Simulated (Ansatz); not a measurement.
C$_{6}$H$_{16}$AlN

Input file:

```
crystal:
  periodic: [false, false, false]
  atoms:
    - {symbol: C, position_ang: [2.084217, 1.266211, -1.516537]}
    - {symbol: C, position_ang: [1.471574, 0.322655, -0.484256]}
    - {symbol: C, position_ang: [2.208057, 0.437061, 0.853764]}
    - {symbol: Al, position_ang: [-0.472577, 0.584245, -0.257866]}
    - {symbol: N, position_ang: [-1.192948, 2.066871, -0.917422]}
    - {symbol: C, position_ang: [-1.666871, -0.722425, 0.616678]}
    - {symbol: C, position_ang: [-2.203336, -1.713852, -0.420482]}
    - {symbol: C, position_ang: [-1.009065, -1.469958, 1.774696]}
    - {symbol: H, position_ang: [3.160408, 1.087540, -1.636747]}
    - {symbol: H, position_ang: [1.623825, 1.161140, -2.503025]}
    - {symbol: H, position_ang: [1.971361, 2.313538, -1.216072]}
    - {symbol: H, position_ang: [1.607118, -0.707980, -0.843954]}
    - {symbol: H, position_ang: [1.834511, -0.270634, 1.599205]}
    - {symbol: H, position_ang: [2.112042, 1.441343, 1.280974]}
    - {symbol: H, position_ang: [3.282580, 0.247661, 0.735552]}
    - {symbol: H, position_ang: [-0.691824, 2.771047, -1.434707]}
    - {symbol: H, position_ang: [-2.162941, 2.325938, -0.837683]}
    - {symbol: H, position_ang: [-2.523494, -0.160880, 1.014193]}
    - {symbol: H, position_ang: [-2.890858, -2.437508, 0.036146]}
    - {symbol: H, position_ang: [-1.395392, -2.296899, -0.877281]}
    - {symbol: H, position_ang: [-2.745279, -1.218217, -1.231577]}
    - {symbol: H, position_ang: [-0.125551, -2.026166, 1.443381]}
    - {symbol: H, position_ang: [-0.685965, -0.798903, 2.575984]}
    - {symbol: H, position_ang: [-1.694589, -2.202228, 2.220337]}
basis:
  gaussian: {orbitals: def2-TZVPP}
hamiltonian: {xc: pbe0, dispersion: d4}
output: {orbitals: {seedname: orbitals}}
```

Run with:

```sh
ansatz run in.yaml --threads 4 --pin off --events-out ev --progress --plain --max-ram 66560MiB --backend cuda --devices 0, --max-vram 37GiB
```

Geometry: PBE0-D4/def2-TZVP.

Computed with RKS PBE0-D4/def2-TZVPP (Ansatz).

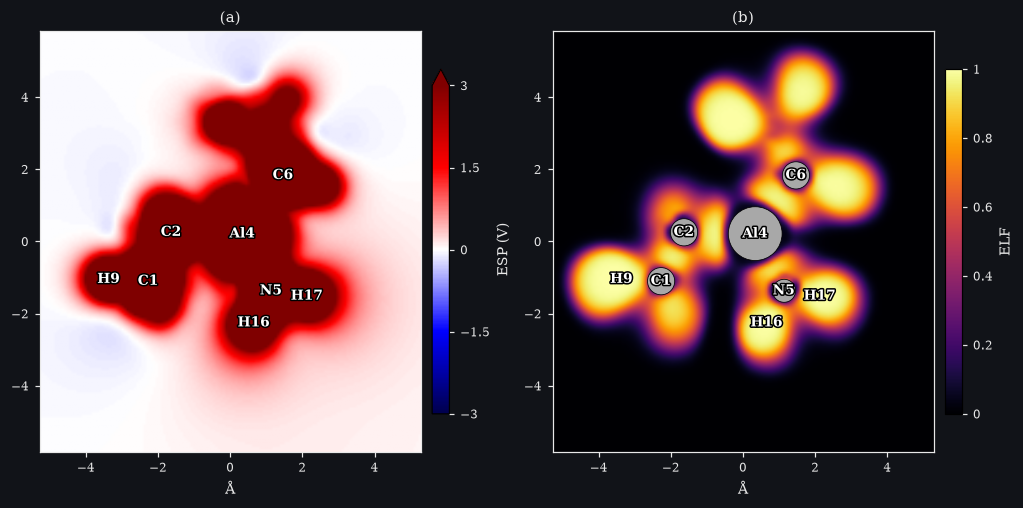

Figure 1. (a) molecular electrostatic potential; (b) ELF on the plane of atoms Al4, N5 and H16. Grey discs cover the atomic cores in the ELF map.

What do the fields say about this system?

- The section cuts through C, Al, N and H sites.
- C–C (1.53 Å): the ELF peaks at about 0.95 between the atoms; a covalent bond.
- Al–N (1.78 Å): the ELF peaks at about 0.90 in the valence shell of N, 0.6 Å from its nucleus, and is about 0.60 at the midpoint.
- C–Al (1.97 Å): the ELF peaks at about 0.95 between the atoms; a polar covalent bond.
- N–H (1.01 Å): the ELF climbs to about 1 towards the hydrogen, as it does in any bond to H: a covalent bond by its length.
- C–H (1.10 Å): the ELF climbs to about 1 towards the hydrogen (an ordinary covalent bond to hydrogen).
- The potential has no marked negative region in this plane.

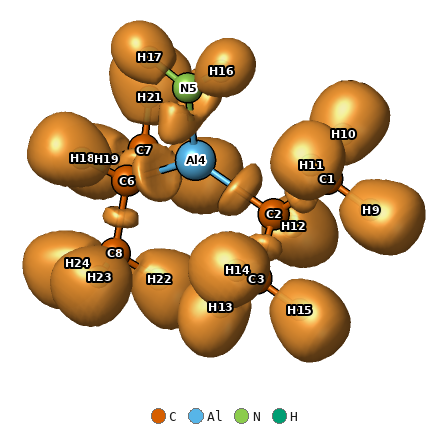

Figure 2. Isosurface of the electron localisation function at 0.85 (orange), seen at an oblique angle. Only the valence region is drawn (cores and ρ < 0.01 e/Å³ removed).

Describe the localisation domains.

At this value the surface marks out two regions between bonded Al–C atoms (shared pairs), four regions between bonded C–C atoms (shared pairs), 16 regions around hydrogen nuclei and one lobe of the valence shell of N pointing towards Al.

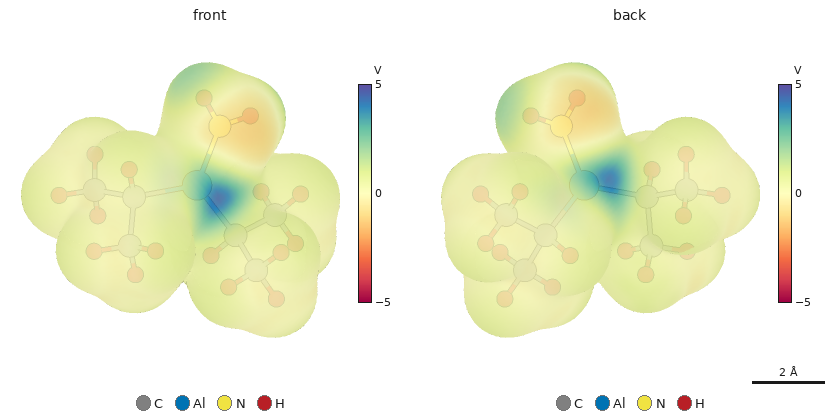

Figure 3. The electrostatic potential painted on the density surface at 0.004 e/bohr³, seen from the front and from behind; the colour scale runs from red (negative) to blue (positive).

Which sites attract a positive test charge, and which a negative one?

A positive charge is drawn to the negative regions and a negative charge to the positive ones. The most negative region (about −1.1 V) lies over N5, the most positive (about +4.0 V) over Al4. N5 is the likeliest acceptor of a hydrogen bond.

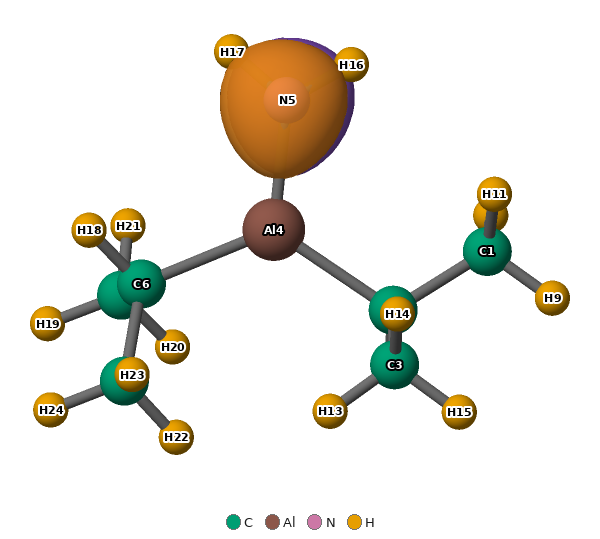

Figure 4. The HOMO−1 at ±0.2 Å⁻³ᐟ² (orange and purple are the two phases), seen at a tilt.

What is the character of this orbital?

Its weight (Hirshfeld) is mainly on N5 (about 70 %) and Al4 (about 15 %); largely a lone pair of N5. Its energy is −7.22 eV.
